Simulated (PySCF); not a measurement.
# C$_{2}$H$_{7}$PSi: excited-state calculation

System: C$_{2}$H$_{7}$PSi.
Method: TDDFT PBE0/def2-SVPD, vertical, gas phase, core orbitals frozen in the response (PySCF 2.14.0).

The geometry comes from this level: GFN2-xTB, MD frame at 250 fs, 400 K. It belongs to a series of runs on one base structure; here: MD frame at 250 fs, 400 K.

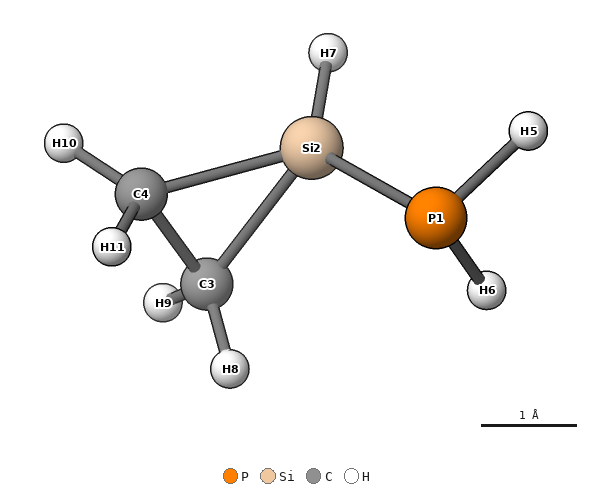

**Figure 1.** The structure (ball-and-stick view, seen at a tilt; atoms are numbered from 1 in the order of the input). Bond lengths as drawn: C–C 1.52 Å, C–H 1.02 to 1.12 Å, C–Si 1.87 to 1.96 Å, H–P 1.34 to 1.36 Å, H–Si 1.48 Å and P–Si 2.23 Å.

The input
```
{"job": {"kind": "uv", "xc": "PBE0", "basis": "def2-SVPD", "nstates": 5, "ntriplets": 0}, "charge": 0, "multiplicity": 1}
P      1.821100    -1.306600     0.884300
Si     0.433200    -0.382700    -0.595300
C     -1.438700    -0.809900    -0.205200
C     -0.958100     0.575200     0.211100
H      2.889700    -1.390800     0.075700
H      1.310200    -2.466000     0.379800
H      0.506400    -0.130000    -2.055300
H     -1.473500    -1.443400     0.618200
H     -2.311400    -0.877500    -0.727800
H     -1.506400     1.359700    -0.303100
H     -0.983500     0.674700     1.329100
```

The first line tells a small driver script what to run in PySCF; the rest is the geometry in Å.

Command:
```bash
OMP_NUM_THREADS=1 python <driver script> task.json out
```

Output
```
coarse grid: 9760 points
cycle   1  E = -710.4658039353  dE =  3.249e-01  |g| = 4.236e-01  |ddm| = 4.203e+00
cycle   2  E = -710.3821801149  dE =  8.362e-02  |g| = 6.661e-01  |ddm| = 1.445e+00
cycle   3  E = -710.5207272025  dE = -1.385e-01  |g| = 2.940e-02  |ddm| = 8.831e-01
cycle   4  E = -710.5209980578  dE = -2.709e-04  |g| = 1.239e-02  |ddm| = 9.402e-02
cycle   5  E = -710.5210504953  dE = -5.244e-05  |g| = 3.447e-03  |ddm| = 3.162e-02
cycle   6  E = -710.5210539794  dE = -3.484e-06  |g| = 9.066e-04  |ddm| = 6.370e-03
final grid: 83872 points
cycle   7  E = -710.6051500027  dE = -1.623e-05  |g| = 6.027e-03  |ddm| = 6.554e-02
cycle   8  E = -710.6051385262  dE =  1.148e-05  |g| = 8.652e-03  |ddm| = 1.738e-02
cycle   9  E = -710.6051601689  dE = -2.164e-05  |g| = 4.893e-04  |ddm| = 1.081e-02
cycle  10  E = -710.6051602515  dE = -8.266e-08  |g| = 1.594e-04  |ddm| = 1.149e-03
cycle  11  E = -710.6051602597  dE = -8.155e-09  |g| = 3.331e-05  |ddm| = 2.896e-04
cycle  12  E = -710.6051602600  dE = -2.868e-10  |g| = 1.295e-05  |ddm| = 7.323e-05
```

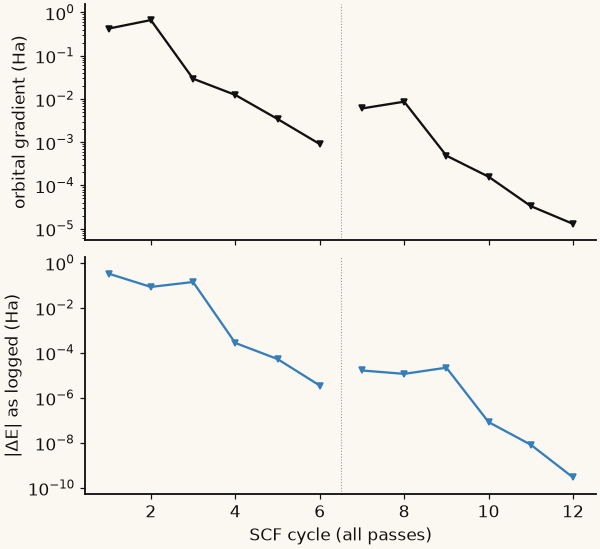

**Figure 2.** Convergence of the self-consistent field: orbital gradient and size of the energy change against the SCF cycle. The dotted line marks the change from a coarse to the final integration grid. The first 6 cycles use a coarse grid, the final grid takes over at cycle 7, and the field converges after 12 cycles in all.

```
converged SCF energy = -710.6051602600

Static polarisability (au): isotropic 78.661, principal 65.537 73.640 96.806

Singlet excitations
state   eV       nm        f      main configurations
  1   4.8597    255.1   0.00242   H->L 0.96
  2   5.4882    225.9   0.06138   H->L+1 0.86, H->L+3 0.09
  3   5.9910    207.0   0.00127   H->L+2 0.83, H->L+3 0.15
  4   6.1632    201.2   0.10971   H->L+3 0.69, H->L+2 0.14
  5   6.4595    191.9   0.01503   H-1->L 0.90
```

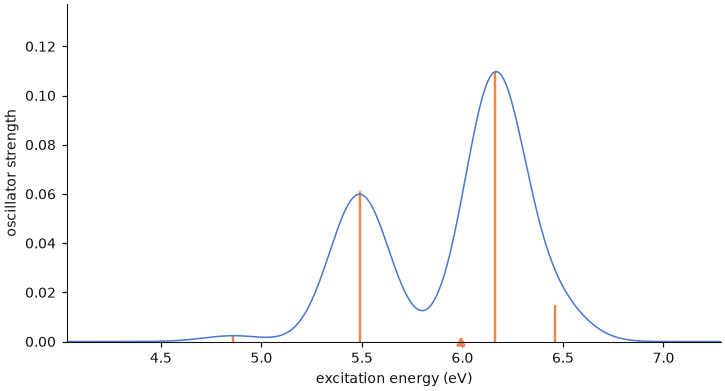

**Figure 3.** Computed excitations as sticks (degenerate states added up, dark ones marked on the axis), with a Gaussian envelope of 0.35 eV full width at half maximum, scaled to the tallest. Of the 5 states the lowest lies at 4.86 eV (f = 0.002); the strongest line is at 6.16 eV, or 201 nm (f = 0.110).

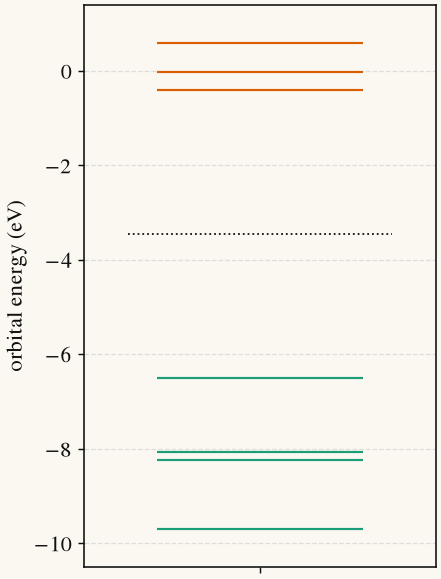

**Figure 4.** Orbital energies near the frontier; the dotted line parts filled from empty levels, and levels within 0.02 eV of each other stand side by side. Highest filled −6.52 eV, lowest empty −0.41 eV, 6.11 eV apart.

Key numbers

| quantity | value |
| --- | --- |
| outcome | converged |
| total energy | −710.605160 hartree |
| HOMO | −6.52 eV |
| LUMO | −0.41 eV |
| dipole moment | 0.91 D |
| mean polarisability | 78.66 a.u. |
| lowest excitation | 4.86 eV |
| hardware | 1 CPU thread, shared host |
| wall time | 18 s |
| peak memory | 0.62 GiB |
